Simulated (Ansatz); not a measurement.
# CCSD(T)/STO-3G run of BH2SCl (SMILES SBCl)

What is the vertical ionisation energy of BH2SCl at CCSD(T)/STO-3G? 

The calculation is run with Ansatz 0.2.0.

61 further runs of the same task are left out: 1 that didn't finish, 60 set aside as unsound or not needed.

**1. The structure to begin with**

BH2SCl: 5 atoms, total charge 0, spin state singlet. As SMILES, `SBCl`. The shape is that of a PBE0-D4/def2-TZVP optimisation. This is one conformer, not always the lowest.

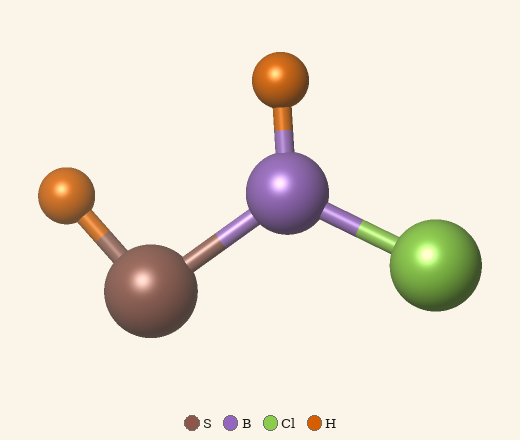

The structure, seen from a chosen angle (sulfur brown, boron purple, chlorine green, hydrogen orange).

**2. The energy at CCSD(T)/STO-3G**

Contents of in.yaml:

```yaml
crystal:
  periodic: [false, false, false]
  atoms:
    - {symbol: S, position_ang: [-1.294500, -0.008800, -0.323500]}
    - {symbol: B, position_ang: [0.402900, -0.217800, 0.164700]}
    - {symbol: Cl, position_ang: [0.888700, -1.738900, 0.868900]}
    - {symbol: H, position_ang: [-1.157600, 1.248200, -0.777100]}
    - {symbol: H, position_ang: [1.210400, 0.643400, 0.025700]}
basis:
  gaussian:
    orbitals: STO-3G
accuracy: high
scf:
  omitted_lower_state_checks: [cluster_reference, increment]
correlation:
  method: ccsd_t
  frozen_orbitals: {B: 1, Cl: 5, H: 0, S: 5}
```

Launch:

```
ansatz run in.yaml --threads 1 --pin off --max-ram 2610MiB --events-out events.jsonl --progress --plain --runs-dir runs
```

Log:

```text
Warning: RAYON_NUM_THREADS=1 ignored (pool sized by the plan → 1); use --threads N
Functional definition: HF
  name "HF"
  exchange = exact_x
  correlation = 0
these checks for a lower state are left out or cut short: cluster_reference, increment
450 factors; integrals over basis functions are off by at most 2.0e-8 eV
mean field evaluation 1: about -23763.3113 eV, gradient 2.0e1 eV
mean field evaluation 2: about -23763.3584 eV, gradient 2.1e1 eV
mean field evaluation 4: about -23765.2199 eV, gradient 1.3e0 eV
mean field evaluation 8: about -23765.2276 eV, gradient 4.5e-6 eV
mean field -23765.22755300 eV, -873.3560039230 hartree, gradient 9.7e-8 eV, S^2 0.000000; 0 other end points of the search recorded, 0 dependent functions left out
11 core orbitals not correlated: weight in the atoms' cores, before any rotation towards them, 1.000 or more for the frozen orbitals, at most 0.000 for the correlated occupied ones
reference -23765.22755300 eV, -873.3560039230 hartree; 9, 9 occupied and 5, 5 virtual orbitals, 450 factors
second order -2.03750500 eV of doubles, -0.00000000 eV of singles
cycle   1  -2.37498251 eV  change   -3.4e-1 eV  update   7.8e-2
cycle   2  -2.58805622 eV  change   -2.1e-1 eV  update   2.8e-2
cycle   3  -2.64369228 eV  change   -5.6e-2 eV  update   1.4e-2
cycle   4  -2.64075247 eV  change    2.9e-3 eV  update   4.5e-3
cycle   5  -2.64011584 eV  change    6.4e-4 eV  update   1.2e-3
cycle   6  -2.64000265 eV  change    1.1e-4 eV  update   3.1e-4
cycle   7  -2.63998003 eV  change    2.3e-5 eV  update   1.1e-4
cycle   8  -2.64003555 eV  change   -5.6e-5 eV  update   2.2e-5
cycle   9  -2.64004547 eV  change   -9.9e-6 eV  update   6.8e-6
cycle  10  -2.64004153 eV  change    3.9e-6 eV  update   2.0e-6
cycle  11  -2.64004130 eV  change    2.3e-7 eV  update   4.6e-7
cycle  12  -2.64004132 eV  change   -2.4e-8 eV  update   1.2e-7
cycle  13  -2.64004150 eV  change   -1.8e-7 eV  update   4.1e-8
cycle  14  -2.64004153 eV  change   -3.2e-8 eV  update   1.4e-8
cycle  15  -2.64004138 eV  change    1.5e-7 eV  update   9.6e-8
cycle  16  -2.64004131 eV  change    7.0e-8 eV  update   3.3e-8
cycle  17  -2.64004129 eV  change    2.7e-8 eV  update   8.1e-9
cycle  18  -2.64004128 eV  change   9.3e-10 eV  update   2.2e-9
perturbative correction -0.07733415 eV, -0.0028419777 hartree
Total energy: -23767.94492844 eV, -873.4558656284 hartree
Checks for a lower state left out: cluster_reference, increment
```

Run time: 0.24 s. Hardware: 1 thread of Arm Neoverse V1, shared host.

**3. The doublet cation, same level**

Contents of input.yaml:

```yaml
crystal:
  periodic: [false, false, false]
  atoms:
    - symbol: S
      position_ang: [-1.294500, -0.008800, -0.323500]
    - symbol: B
      position_ang: [0.402900, -0.217800, 0.164700]
    - symbol: Cl
      position_ang: [0.888700, -1.738900, 0.868900]
    - symbol: H
      position_ang: [-1.157600, 1.248200, -0.777100]
    - symbol: H
      position_ang: [1.210400, 0.643400, 0.025700]
basis:
  gaussian:
    orbitals: STO-3G
total_charge: 1
magnetization:
  spin_polarized: true
  initial_magnetization: 1
accuracy: high
correlation:
  method: ccsd_t
  frozen_orbitals: {B: 1, Cl: 5, H: 0, S: 5}
scf:
  omitted_lower_state_checks: [cluster_reference, increment]
```

Launch:

```
ansatz run input.yaml --threads 1 --pin off --max-ram 2610MiB --events-out events.jsonl --progress --plain --runs-dir runs
```

Log:

```text
Warning: RAYON_NUM_THREADS=1 ignored (pool sized by the plan → 1); use --threads N
[... 4 set-up lines as earlier in the session ...]
these checks for a lower state are left out or cut short: cluster_reference, increment
450 factors; integrals over basis functions are off by at most 2.0e-8 eV
mean field evaluation 1: about -23755.2366 eV, gradient 1.4e1 eV
mean field evaluation 2: about -23755.2805 eV, gradient 1.4e1 eV
mean field evaluation 4: about -23757.5266 eV, gradient 1.1e0 eV
mean field evaluation 8: about -23757.5439 eV, gradient 2.3e-2 eV
mean field evaluation 16: about -23755.7591 eV, gradient 3.2e-1 eV
mean field -23757.54392800 eV, -873.0736359124 hartree, gradient 2.2e-8 eV, S^2 0.758386; 1 other end points of the search recorded, 0 dependent functions left out
11 core orbitals not correlated: weight in the atoms' cores, before any rotation towards them, 1.000 or more for the frozen orbitals, at most 0.000 for the correlated occupied ones
reference -23757.54392800 eV, -873.0736359124 hartree; 9, 8 occupied and 5, 6 virtual orbitals, 450 factors
second order -1.92803740 eV of doubles, -0.00000000 eV of singles
cycle   1  -2.27639123 eV  change   -3.5e-1 eV  update   8.4e-2
cycle   2  -2.50504997 eV  change   -2.3e-1 eV  update   3.5e-2
cycle   3  -2.57990934 eV  change   -7.5e-2 eV  update   2.2e-2
cycle   4  -2.58475627 eV  change   -4.8e-3 eV  update   1.2e-2
cycle   5  -2.58804482 eV  change   -3.3e-3 eV  update   5.0e-3
cycle   6  -2.58877048 eV  change   -7.3e-4 eV  update   2.2e-3
cycle   7  -2.58925767 eV  change   -4.9e-4 eV  update   9.1e-4
cycle   8  -2.58983315 eV  change   -5.8e-4 eV  update   2.9e-4
cycle   9  -2.58994447 eV  change   -1.1e-4 eV  update   1.2e-4
cycle  10  -2.58985237 eV  change    9.2e-5 eV  update   4.3e-5
cycle  11  -2.58984527 eV  change    7.1e-6 eV  update   1.7e-5
cycle  12  -2.58984276 eV  change    2.5e-6 eV  update   6.8e-6
cycle  13  -2.58984550 eV  change   -2.7e-6 eV  update   2.4e-6
cycle  14  -2.58984418 eV  change    1.3e-6 eV  update   9.5e-7
cycle  15  -2.58984366 eV  change    5.1e-7 eV  update   3.2e-7
cycle  16  -2.58984381 eV  change   -1.5e-7 eV  update   1.1e-7
cycle  17  -2.58984387 eV  change   -6.0e-8 eV  update   5.1e-8
cycle  18  -2.58984389 eV  change   -2.0e-8 eV  update   2.5e-8
cycle  19  -2.58984374 eV  change    1.5e-7 eV  update   8.9e-8
cycle  20  -2.58984370 eV  change    4.0e-8 eV  update   2.5e-8
cycle  21  -2.58984369 eV  change    1.6e-8 eV  update   8.3e-9
cycle  22  -2.58984368 eV  change    2.7e-9 eV  update   3.8e-9
cycle  23  -2.58984369 eV  change  -9.3e-10 eV  update   2.3e-9
cycle  24  -2.58984369 eV  change   -2.2e-9 eV  update   1.5e-9
cycle  25  -2.58984369 eV  change  -4.5e-10 eV  update  7.5e-10
perturbative correction -0.08488693 eV, -0.0031195372 hartree
Total energy: -23760.21865862 eV, -873.1719304497 hartree
Checks for a lower state left out: cluster_reference, increment
```

Run time: 0.46 s. Hardware: 1 thread of Arm Neoverse V1, shared host.

**4. Summary of results**

At CCSD(T)/STO-3G, 11 core orbitals frozen:

| quantity | value |
| --- | --- |
| singlet BH2SCl: total energy | -873.45587 Eh |
| singlet BH2SCl: correlation energy (11 core orbitals frozen) | -99.9 mEh |
| singlet BH2SCl: (T) correction | -2.84 mEh |
| singlet BH2SCl: T1 diagnostic | 0.019 |
| doublet cation: total energy | -873.17193 Eh |
| doublet cation: correlation energy (11 core orbitals frozen) | -98.3 mEh |
| doublet cation: (T) correction | -3.12 mEh |
| doublet cation: ⟨S²⟩ of the reference determinant | 0.758 |
| doublet cation: T1 diagnostic | 0.029 |
| vertical ionisation energy (to the doublet cation) | 7.726 eV |

Removing an electron at fixed nuclei costs 7.73 eV (178 kcal/mol). In a minimal basis such a difference can be off by several eV, whatever the method. The triples (singlet BH2SCl) make up 2.8 % of the correlation energy. The triples (doublet cation) make up 3.2 % of the correlation energy.
